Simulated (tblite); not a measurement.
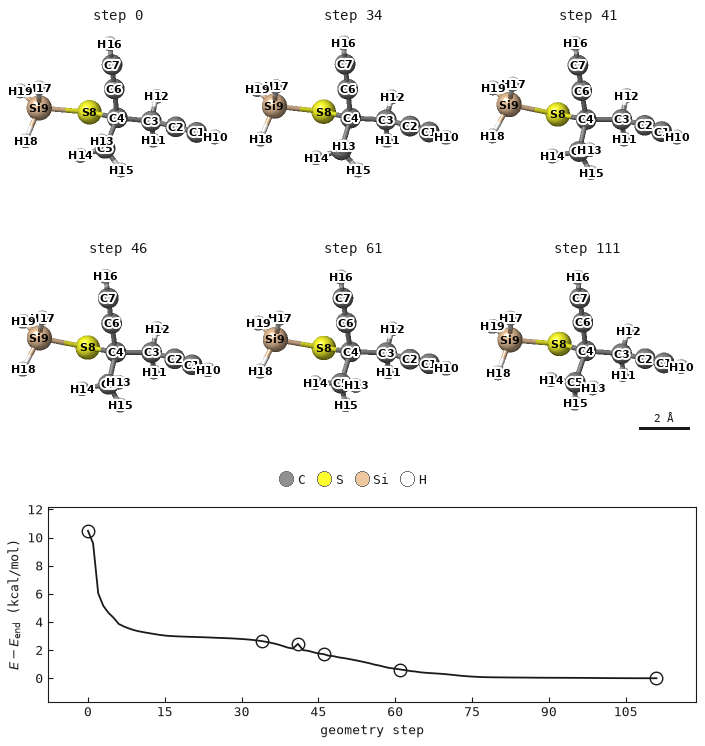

Frames of a relaxation of C₇H₁₀SSi, marked on the history of the run. The picture is a ball-and-stick view, seen at a tilt.

Level of theory: GFN2-xTB geometry optimisation, gas phase (tblite). 

What happens along the run?

H13 moves most after the best rigid fit: 1.07 Å. Largest moves by element: H 1.07 Å, C 0.17 Å, S 0.12 Å, Si 0.05 Å. Some distances before and after: C3–C4 1.487 → 1.540 Å, C4–S8 1.825 → 1.875 Å, C3–H12 1.136 → 1.093 Å, Si9–H17 1.496 → 1.455 Å. Among the angles between lasting bonds that change: C4–S8–Si9 111.0° → 104.7°, S8–Si9–H19 108.2° → 102.1°, C4–C3–H11 113.2° → 108.8°. Groups turn about C4–C5 by about 55°. After 111 geometry steps the energy has fallen by 10.5 kcal/mol. From step 0 to 34: H13 moves most (0.35 Å), energy −7.85 kcal/mol. From step 34 to 41: H13 moves most (0.47 Å), energy −0.19 kcal/mol. From step 41 to 46: H atoms move most (0.05 Å), energy −0.73 kcal/mol. From step 46 to 61: H15 moves most (0.41 Å), energy −1.09 kcal/mol. From step 61 to 111: H15 moves most (0.26 Å), energy −0.62 kcal/mol.
